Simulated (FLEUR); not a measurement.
Band structure of B6Pb (Pm-3m, 7 atoms in the cell).

```
CELL_PARAMETERS angstrom
      4.15257     0.00000     0.00000
      0.00000     4.15257     0.00000
      0.00000     0.00000     4.15257
ATOMIC_POSITIONS crystal
  B  0.20300 0.50000 0.50000
  B  0.79700 0.50000 0.50000
  B  0.50000 0.20300 0.50000
  B  0.50000 0.79700 0.50000
  B  0.50000 0.50000 0.20300
  B  0.50000 0.50000 0.79700
  Pb 0.00000 0.00000 0.00000
```

Method of the run: LDA (Perdew-Zunger), all-electron FLAPW (FLEUR), scalar-relativistic valence in FLEUR.

Settings: Kmax = 4.1 1/bohr; GmaxXC = 12.3 1/bohr; xcFunctional = pz; jspins = 1; l_soc = F; mode = hist; fermiSmearingEnergy = 0.0001 Htr; mesh (inpgen div1-3) = 4 4 4; inpgen gamma flag = true; Gmax = 12.3 1/bohr; numbands = 0; maxIterBroyd = 25; imix = Anderson; alpha = 0.05.

The starting cell comes from a database of computed structures (which also holds hypothetical and non-ambient phases and stackings), without a prior relaxation at this level. Its lattice was rescaled by a random factor within 2.5 % of one. Spin-orbit coupling is off. Values depend on the basis (sphere radii, cutoffs, local orbitals), which need not be converged.

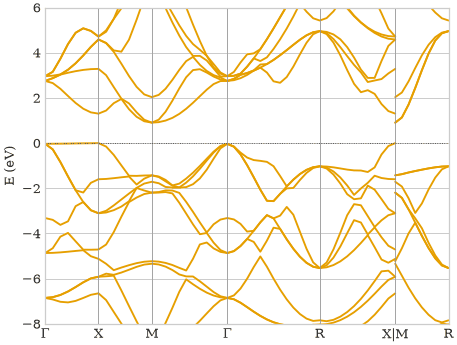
Fig. 1. Bands along the path, energies from the Fermi level.

Levels in eV from the Fermi level, bands 13 to 20:
```csv
point,13,14,15,16,17,18,19,20
Γ,-3.32,-0.03,-0.03,-0.03,2.75,2.75,2.75,2.96
X,-3.10,-3.10,-1.60,0.00,1.31,3.29,4.59,4.59
M,-2.19,-1.71,-1.43,-1.43,0.91,0.91,2.04,6.96
R,-5.53,-1.03,-1.03,-1.03,4.96,4.96,4.96,5.43
```
